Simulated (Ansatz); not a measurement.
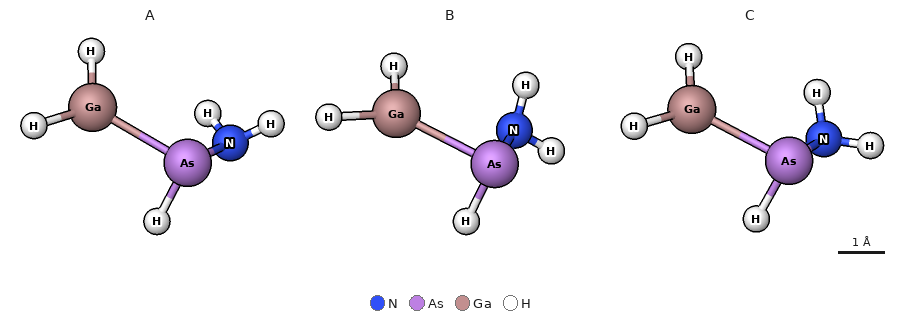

3 geometries from one relaxation of GaAsNH$_{5}$, in shuffled order. Style: ball-and-stick. Shown at a tilt.

The start comes from GFN2-xTB.

These are results of Ansatz, RKS PBE0-D4/def2-TZVP, not measurements. Settings: force threshold 0.005 eV/Å; at most 150 steps.

### Order the frames from highest to lowest energy.

B, C, A. They are steps 0, 4, 16, at +27.9 kJ/mol, +4.67 kJ/mol relative to the last. Over 13 accepted moves (16 points after the start) the energy falls by 27.9 kJ/mol. The largest force component goes from 0.73 to 0.0021 eV/Å. The line search rejected the trial steps at points 7, 10, 13 of the run. An H atom moves most after the best rigid fit: 1.05 Å. By element the largest moves are H 1.05 Å, N 0.44 Å, As 0.21 Å, Ga 0.16 Å. Near-neighbour distances that change, for instance: Ga–H 1.626 → 1.571 Å, Ga–H 1.612 → 1.576 Å, As–Ga 2.445 → 2.416 Å, As–N 1.880 → 1.870 Å. Bond angles that change, for instance: N–As–Ga 82.3° → 101.8°, As–Ga–H 133.9° → 120.3°, H–Ga–H 109.3° → 121.0°. Groups turn about As–N by about 75°. Cost: 45 s on 4 threads of Arm Neoverse V1, on a shared host.
